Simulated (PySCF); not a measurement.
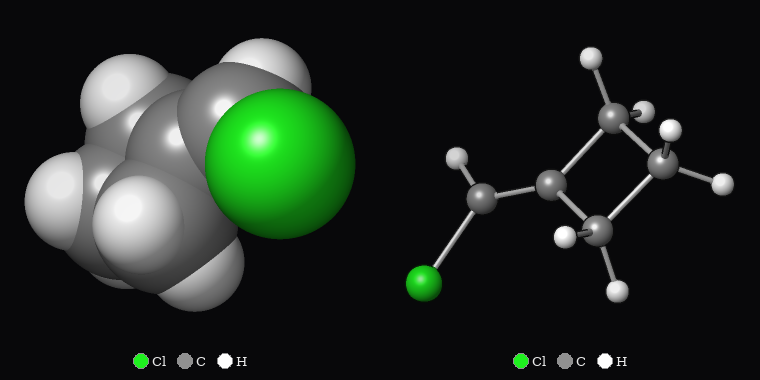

Both panels show the same species.

Question: Which formula does it have?

Answer: C5H7Cl, 13 atoms: 5 carbon, 7 hydrogen and 1 chlorine.

Question: Name some functional groups or characteristic bonds that it holds.

Answer: Among them: alkene, C–Cl bond.

Question: Give a SMILES string for it.

Answer: ClC=C1CCC1

More results for the same structure follow; atom numbers are the same in all pictures, views and colours differ. Computed geometry: PBE0-D3(BJ)/def2-SVP optimisation. No frequency run is at hand to confirm it as a minimum.

## Shape

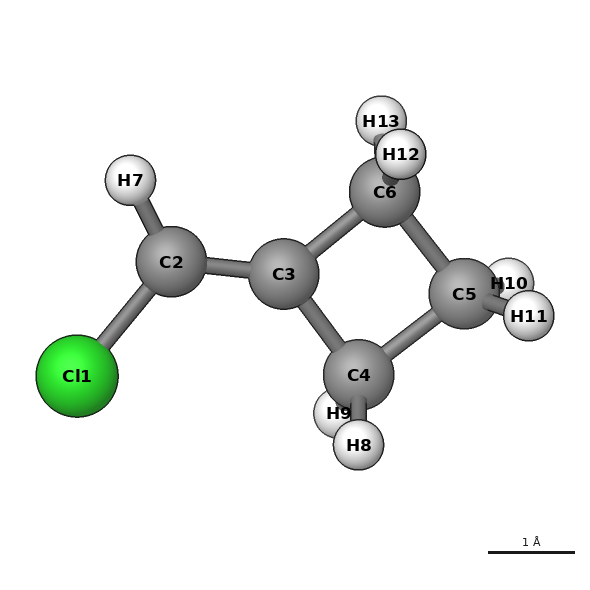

The atoms are numbered. No frequency run is at hand to confirm it as a minimum.

Give the bond lengths.

```
  bond  length (Å)   order
Cl1–C2       1.731  single
 C2–C3       1.329  double
 C2–H7       1.092  single
 C3–C4       1.507  single
 C3–C6       1.514  single
 C4–C5       1.550  single
 C4–H8       1.102  single
 C4–H9       1.102  single
 C5–C6       1.551  single
C5–H10       1.099  single
C5–H11       1.099  single
C6–H12       1.102  single
C6–H13       1.102  single
```

## Ring current

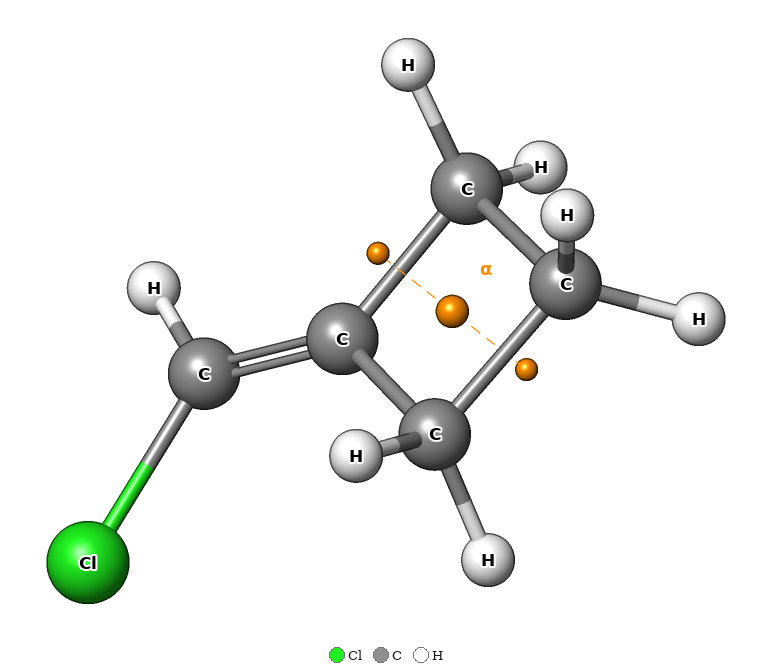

The small points mark where nucleus-independent chemical shifts (NICS) were computed: at the centre of each lettered ring and 1 Å above and below it. No frequency run is at hand to confirm it as a minimum. Properties computed with GIAO PBE0/6-31G* NMR shielding, non-relativistic, gas phase (PySCF 2.14.0).

Give NICS(0), NICS(1) and the out-of-plane component NICS(1)zz for each ring (means of the two sides).

```
ring  members  NICS(0)  NICS(1)  NICS(1)zz
   α       C4      3.5     −0.3        3.3
```

Values in ppm.

## NMR shielding

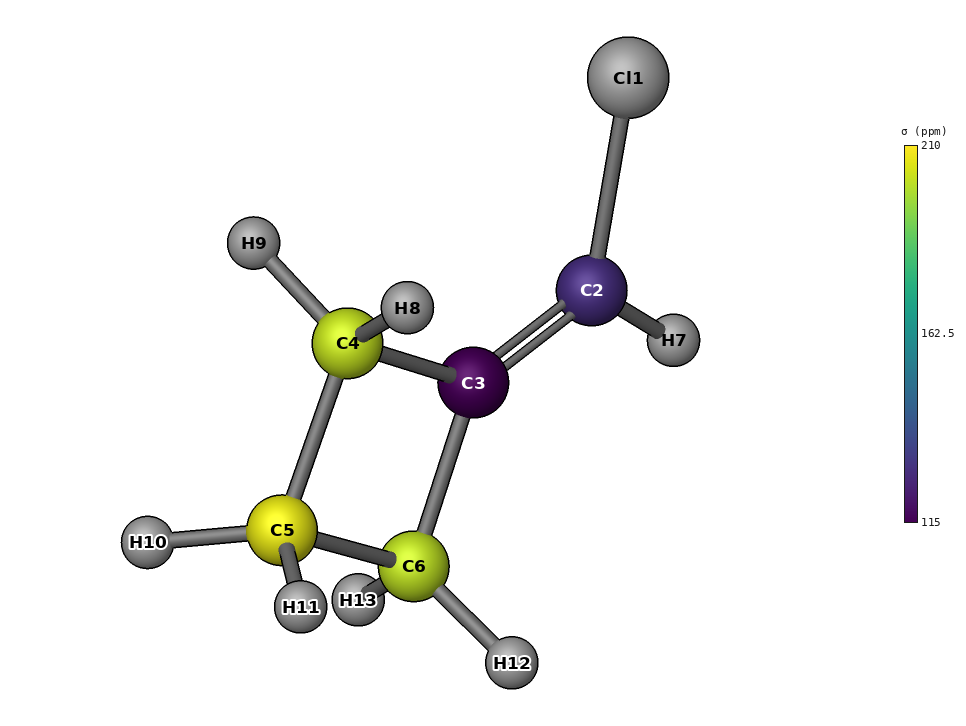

Atoms are coloured by their isotropic NMR shieldings (C only, the others grey). No frequency run is at hand to confirm it as a minimum. Properties computed with GIAO PBE0/STO-3G NMR shielding, non-relativistic, gas phase (PySCF 2.14.0).

Question: Which C atom is the most shielded (lowest chemical shift)?

Answer: C5 (206.1 ppm).

Question: Which C atom is the least shielded (highest chemical shift)?

Answer: C3 (115.3 ppm).

Question: How wide is the range of C shifts?

Answer: 90.8 ppm.

List the isotropic NMR shieldings of the C atoms.

| atom | σ (ppm) |
| --- | --- |
| C2 | 128.0 |
| C3 | 115.3 |
| C4 | 201.2 |
| C5 | 206.1 |
| C6 | 200.6 |

## Electronic properties

No frequency run is at hand to confirm it as a minimum. Properties computed with PBE0/STO-3G, gas phase (PySCF 2.14.0).

Predict the main results.

- dipole moment: 2.27 D
- HOMO energy (Kohn–Sham orbital): −5.26 eV
- LUMO energy (Kohn–Sham orbital): 2.96 eV
- HOMO–LUMO gap: 8.22 eV
